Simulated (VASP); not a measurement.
Band structure of Ge$_{2}$Pt (relaxed from the AlB2 structure, space group P6/mmm). Calculation: PBEsol GGA, VASP's PBE PAW potentials (set 64) (plane waves; VASP 6.6.1).

Unless said otherwise, spin-orbit coupling is left out, though it shifts the bands of the heavy elements here.

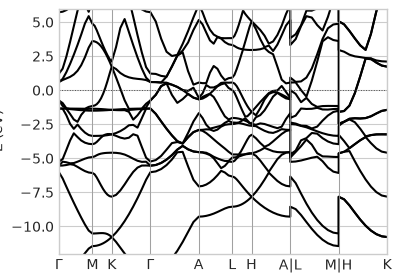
Fig. 1. Bands along high-symmetry lines, zero at the valence-band maximum or, without a gap, the Fermi level

Problem. Read the plot: is there a gap, and where are the band edges?

Solution. It has no gap at this level: it comes out as a metal or semimetal. (Edges off the drawn lines would not show.)

The structure was generated: Ge2Pt was put into the AlB2 type (P6/mmm), which need not be its known phase. It was relaxed first, which changed the volume by -41 %.
